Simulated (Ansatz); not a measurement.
## Electronic structure of CH6N2OSi in real space

The calculation's input:

```
crystal:
  periodic: [false, false, false]
  atoms:
    - { symbol: "N", position_ang: [0.2192, 1.1845, 0.8549] }
    - { symbol: C, position_ang: [0.097, -0.0513, 0.1829] }
    - { symbol: "N", position_ang: [0.2158, -1.1163, 1.1157] }
    - { symbol: O, position_ang: [-0.9372, -0.1637, -0.6702] }
    - { symbol: Si, position_ang: [0.3057, -0.3271, -1.6766] }
    - { symbol: H, position_ang: [0.1362, 1.9979, 0.1541] }
    - { symbol: H, position_ang: [-0.6595, 1.3563, 1.3849] }
    - { symbol: H, position_ang: [-0.6362, -1.3978, 1.4313] }
    - { symbol: H, position_ang: [0.7193, -0.7306, 1.9974] }
    - { symbol: H, position_ang: [0.3425, 0.8743, -2.5239] }
    - { symbol: H, position_ang: [0.2626, -1.6833, -2.2299] }
basis:
  gaussian: { orbitals: def2-SVP }
hamiltonian:
  xc: lda
relax:
  f_tol: 0.02
  max_steps: 50
output:
  orbitals: {}
```

Launched as:

```sh
ansatz run input.yaml --threads 2 --pin off --max-ram 3072MiB --backend cpu --events-out ev --progress --plain --runs-dir out
```

The fields are those of the relaxed geometry.

Level of theory: RKS LDA/def2-SVP in Ansatz 0.2.0.

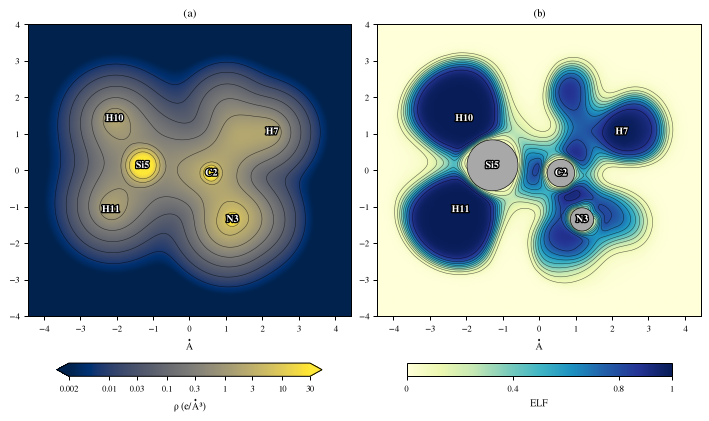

Figure 1. (a) electron density; (b) electron localisation function on the plane of atoms H10, Si5 and H11. Grey discs cover the atomic cores in the ELF map.

**Read the bonding off the picture.**

- The section cuts through C, N, Si and H sites.
- C–N (1.40 Å): ρ is about 2.2 e/Å³ halfway; the ELF peaks at about 0.95 between the atoms; a covalent bond.
- C–Si (1.89 Å): ρ at the midpoint is about 0.81 e/Å³; the ELF peaks at about 0.85 between the atoms, as expected for a shared electron pair.
- Si–H (1.50 Å): the density is about 0.76 e/Å³ at the midpoint; the ELF climbs to about 1 towards the hydrogen, as it does in any bond to H.

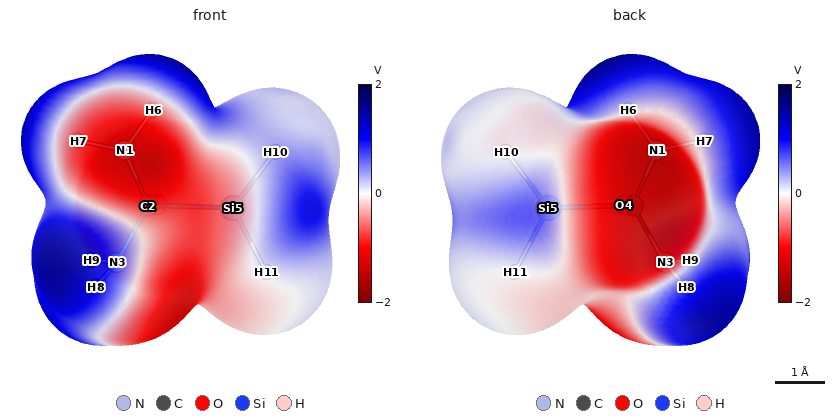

Figure 2. The electrostatic potential painted on the density surface at 0.002 e/bohr³, seen from the front and from behind; red is negative and blue positive.

**Where is the surface potential most negative and most positive?**

The most negative region (about −1.5 V, or −35 kcal/mol for a unit charge) lies over O4, the most positive (about +1.6 V, or +37 kcal/mol for a unit charge) over H6 and H9. O4 is the likeliest acceptor of a hydrogen bond.

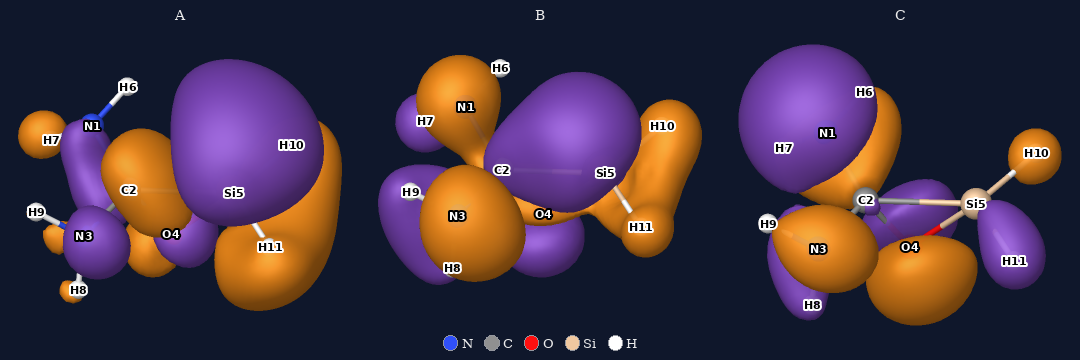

Figure 3. Three frontier orbitals at ±0.08 Å⁻³ᐟ² (orange and purple are the two phases), in no order.

**Which picture is the HOMO−1, the HOMO and the LUMO?**

C is the HOMO−1 (−5.90 eV). It lies mainly on N1 (about 50 %), O4 (about 25 %), N3 (about 5 %) and C2 (about 5 %); largely a combination of lone pairs on N1, O4 and N3. B is the HOMO (−4.73 eV). Its weight (Hirshfeld) is mainly on N3 (about 30 %), Si5 (about 25 %), C2 (about 15 %), O4 (about 10 %) and N1 (about 5 %). A is the LUMO (−1.21 eV). By Hirshfeld shares it lies mainly on Si5 (about 55 %), C2 (about 15 %), O4 (about 10 %) and H10 (about 5 %).

**What is the HOMO–LUMO gap?**

3.52 eV between the orbital energies.
